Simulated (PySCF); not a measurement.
SMILES CC[O][AlH][O]CC at its GFN2-xTB optimised geometry (Å):

```
18

Al    -0.3155    -0.8969     0.0000
H     -0.9092    -2.2710    -0.0109
O     -1.3785     0.3614     0.0000
C     -2.4034     1.3080     0.0707
C     -3.4837     0.8758     1.0540
H     -1.9809     2.2710     0.3833
H     -2.8395     1.4303    -0.9287
H     -3.0528     0.7536     2.0451
H     -4.2724     1.6227     1.0968
H     -3.9061    -0.0762     0.7415
O      1.3309    -0.8969     0.0000
C      2.7236    -0.8071    -0.0233
C      3.1863     0.6130    -0.3273
H      3.1142    -1.1241     0.9520
H      3.1074    -1.4938    -0.7883
H      2.8086     1.2933     0.4325
H      4.2724     0.6580    -0.3429
H      2.7998     0.9263    -1.2946
```

Level of theory: CAM-B3LYP/def2-SVP run with PySCF 2.14.0. Cells within 0.4 Å of a nucleus heavier than hydrogen are left out (blank, or x).

Map of the Laplacian of the electron density (e/bohr⁵), clipped to [-1.50, 1.50] on the plane z = 0.0 Å:

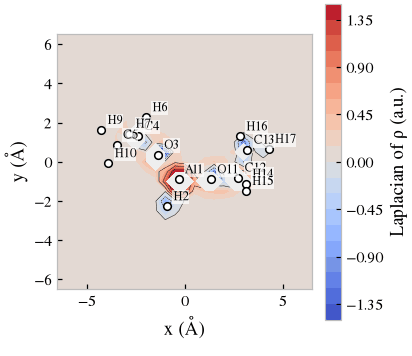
Figure: Laplacian of the electron density (e/bohr⁵), clipped to [-1.50, 1.50] on the plane z = 0.0 Å.
